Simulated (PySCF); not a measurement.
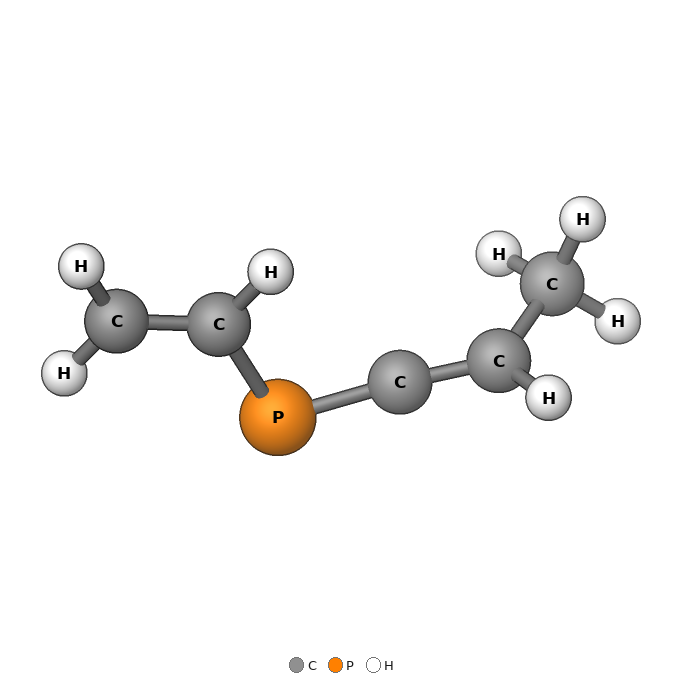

Rendered structure (ball-and-stick style). Every bond is drawn as one stick, whatever its order.

Computed geometry: GFN2-xTB optimisation. No frequency run is at hand to confirm it as a minimum.

Count the atoms of each element.

C₅H₇P, 13 atoms: 5 carbon, 7 hydrogen and 1 phosphorus.

How many bonds of each kind are drawn?

7 C–H, 3 C–C, 2 C–P.

Name some functional groups or characteristic bonds that it holds.

Among them: alkene.

Give the symmetry (Schoenflies symbol).

C1.

Write the SMILES.

C=CP=C=CC

More results for the same structure follow; atom numbers are the same in all pictures, views and colours differ.

Shape

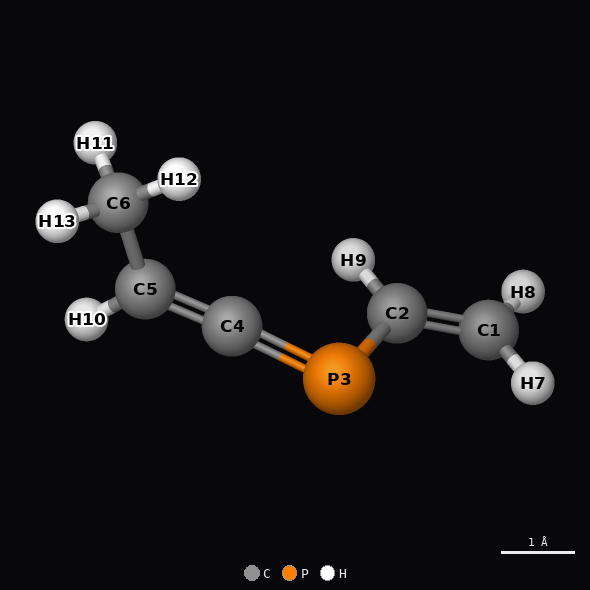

Atoms carry their numbers in the input. No frequency run is at hand to confirm it as a minimum.

Give these bond angles: C2–C1–H7, C2–C1–H8, C1–C2–P3, C1–C2–H9, P3–C2–H9, C2–P3–C4, P3–C4–C5, C4–C5–C6, C4–C5–H10, C6–C5–H10, C5–C6–H11, C5–C6–H12, C5–C6–H13.

```json
{"angle": "C2–C1–H7", "degrees": "121.6"}
{"angle": "C2–C1–H8", "degrees": "122.1"}
{"angle": "C1–C2–P3", "degrees": "121.9"}
{"angle": "C1–C2–H9", "degrees": "121.2"}
{"angle": "P3–C2–H9", "degrees": "116.9"}
{"angle": "C2–P3–C4", "degrees": "98.9"}
{"angle": "P3–C4–C5", "degrees": "174.2"}
{"angle": "C4–C5–C6", "degrees": "124.9"}
{"angle": "C4–C5–H10", "degrees": "120.0"}
{"angle": "C6–C5–H10", "degrees": "115.1"}
{"angle": "C5–C6–H11", "degrees": "110.0"}
{"angle": "C5–C6–H12", "degrees": "110.9"}
{"angle": "C5–C6–H13", "degrees": "109.7"}
```

Dipole moment

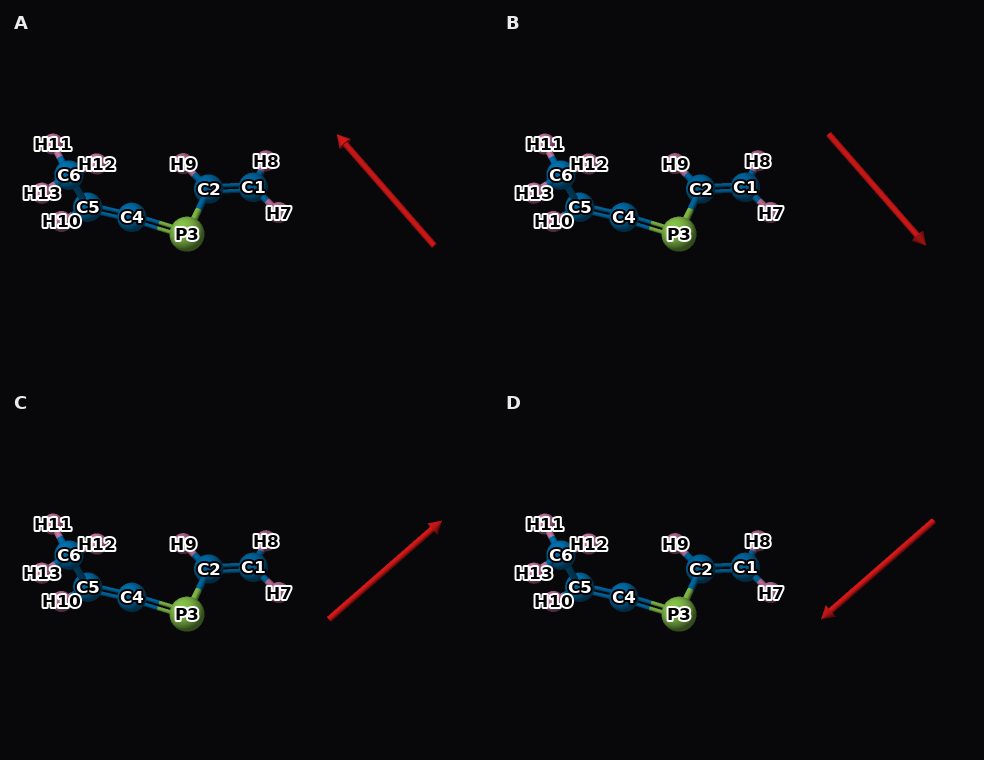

The same molecule four times, each with an arrow. No frequency run is at hand to confirm it as a minimum. Properties computed with CAM-B3LYP/def2-SVPD, gas phase (PySCF 2.14.0).

Which arrow points along the dipole moment, from the negative to the positive end?

A. The dipole moment is 1.55 D; it points from the side of H7 to the side of H11 (the outermost atoms at the two ends).

Core levels

No frequency run is at hand to confirm it as a minimum. Properties computed with delta-SCF UKS SCAN, pcX-2 on the ionised atom, pcseg-1 elsewhere, spin-free X2C (PySCF 2.14.0).

Give the core-electron binding energies (to vacuum; p and d levels without spin–orbit splitting) of C1 1s, C2 1s, P3 1s, P3 2p, C4 1s, C5 1s, C6 1s.

| atom | level | binding energy (eV) |
| --- | --- | --- |
| C1 | 1s | 289.9 |
| C2 | 1s | 290.1 |
| P3 | 1s | 2149.6 |
| P3 | 2p | 136.3 |
| C4 | 1s | 289.6 |
| C5 | 1s | 290.4 |
| C6 | 1s | 290.7 |

Polarisability

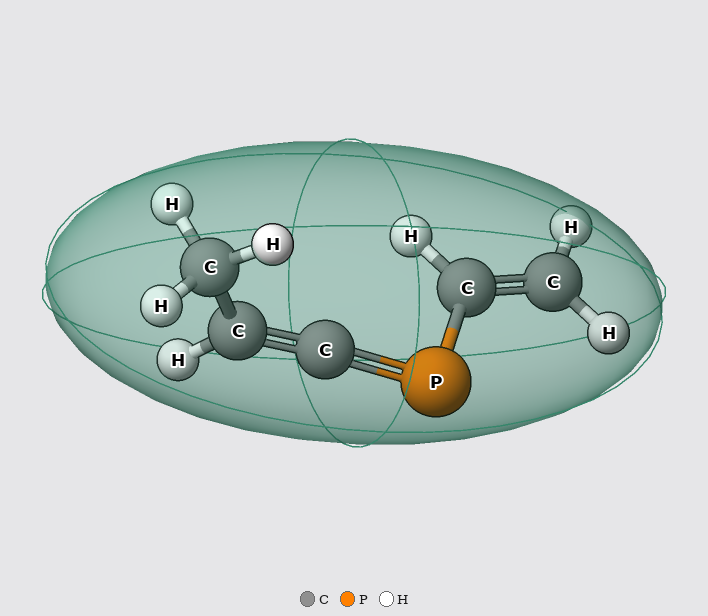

The ellipsoid shows the static dipole polarisability: its half-axes are proportional to the principal values. No frequency run is at hand to confirm it as a minimum. Method: CAM-B3LYP/def2-SVPD (PySCF 2.14.0).

How large and how anisotropic is the polarisability?

Principal values 62.0, 72.0, 156.4 bohr³; mean 96.8 bohr³ (14.34 Å³); anisotropy 89.8 bohr³, so the longest axis is 2.52 times the shortest.

The geometry is semi-empirical. Around P such bond lengths and angles can be off by a tenth of an ångström or more and by several degrees, and values that hang on the shape move with them.
